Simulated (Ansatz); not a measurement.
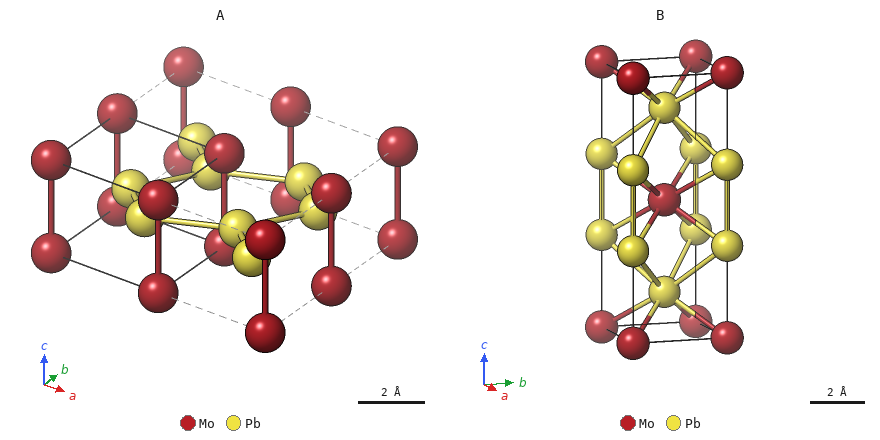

Two structures of MoPb2, each relaxed to rest (conventional cells in solid outline, small ones repeated, not to one scale). Method: Ansatz 0.2.0, DFT PBE, scalar-relativistic, plane waves, PAW, without spin polarisation.

What structure does each panel show?

Answer. A: AlB₂ type, P6/mmm. B: 6 atoms a cell on a body-centred tetragonal lattice, I4/mmm.

Which of the two does the method prefer?

Answer. B is lower, by 364 meV/atom at this level of theory (energies at zero smearing). Volumes: A 24.3, B 22.7 Å³/atom.

One or both may be structure types tried for this composition rather than known phases.
